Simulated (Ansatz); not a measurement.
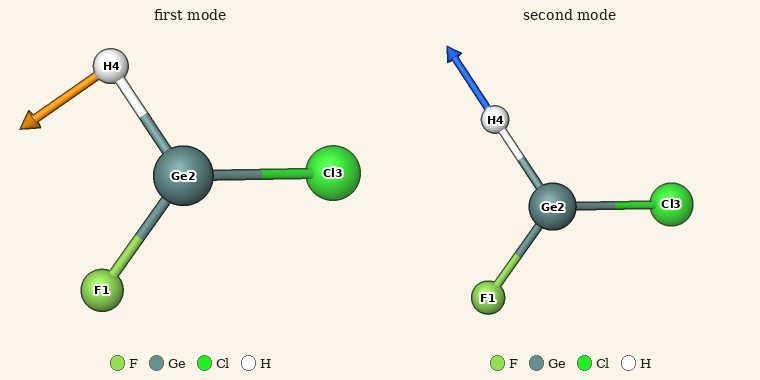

The system is ClFGeH, SMILES [F][GeH][Cl], spin multiplicity 2; the picture shows the reference structure; its two panels give the patterns of the first and the second mode as arrows. Coordinates scanned: (1) normal mode 4 (725 cm⁻¹); (2) normal mode 6 (2173 cm⁻¹). Nothing is relaxed (straight displacements along the two mass-weighted modes). Grid: 11 × 11 points. All energies are given in kJ/mol relative to the lowest grid point. All numbers below come from Ansatz 0.2.0, UHF/def2-TZVP.

Its coordinates:

```tsv
atom	x (Å)	y (Å)	z (Å)
F	0.4578	-0.6160	1.4236
Ge	0.4825	-0.0754	-0.1966
Cl	-1.3132	-0.8319	-1.0916
H	0.4284	1.4629	-0.1556
```

Range: normal mode 4 (725 cm⁻¹) from −0.486 to 0.486 amu½·Å; normal mode 6 (2173 cm⁻¹) from −0.186 to 0.186 amu½·Å.

Question: What will the energy surface look like?

Answer: The lowest grid point is at normal mode 4 (725 cm⁻¹) = 0.000 amu½·Å, normal mode 6 (2173 cm⁻¹) = 0.000 amu½·Å. No other kind of well shows on this grid. The highest grid point, normal mode 4 (725 cm⁻¹) = 0.486 amu½·Å, normal mode 6 (2173 cm⁻¹) = 0.186 amu½·Å, lies 50.4 kJ/mol above the lowest.

```tsv
normal mode 6 (2173 cm⁻¹) ↓, normal mode 4 (725 cm⁻¹) →	−0.486	−0.389	−0.292	−0.194	−0.097	0.000	0.097	0.194	0.292	0.389	0.486
0.186	50.1	40.1	32.2	26.5	23.0	21.8	23.0	26.5	32.3	40.3	50.4
0.149	43.0	33.0	25.1	19.4	15.9	14.8	15.9	19.4	25.2	33.3	43.6
0.112	36.6	26.6	18.8	13.3	9.9	8.8	9.9	13.3	19.0	27.0	37.3
0.074	31.0	21.3	13.7	8.4	5.2	4.1	5.2	8.5	14.0	21.8	31.9
0.037	26.6	17.2	10.1	5.1	2.1	1.1	2.1	5.1	10.3	17.8	27.6
0.000	23.4	14.6	8.1	3.5	0.9	0.0	0.9	3.6	8.4	15.3	24.6
−0.037	21.8	13.9	8.1	4.2	2.0	1.2	2.0	4.3	8.4	14.6	23.2
−0.074	22.1	15.3	10.5	7.5	5.7	5.2	5.8	7.6	10.9	16.1	23.6
−0.112	24.6	19.2	15.8	13.7	12.7	12.4	12.7	13.8	16.1	20.1	26.3
−0.149	29.7	26.1	24.3	23.6	23.4	23.4	23.4	23.7	24.7	27.1	31.5
−0.186	37.7	36.4	36.7	37.6	38.5	38.9	38.5	37.7	37.0	37.4	39.7
```

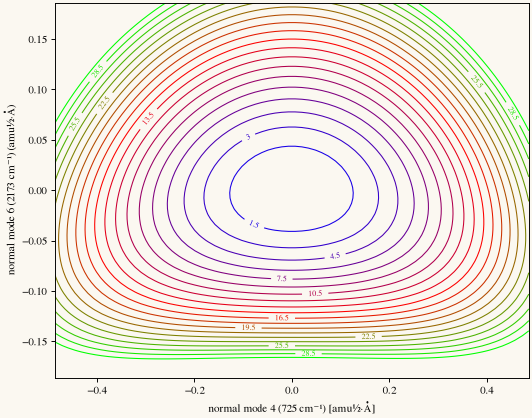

In the figure: contour lines labelled in kJ/mol (none above 30). Between grid points the surface is interpolated.

The whole map (121 points run) took 9 min on 1 thread of Arm Neoverse V2, with other jobs on the host.
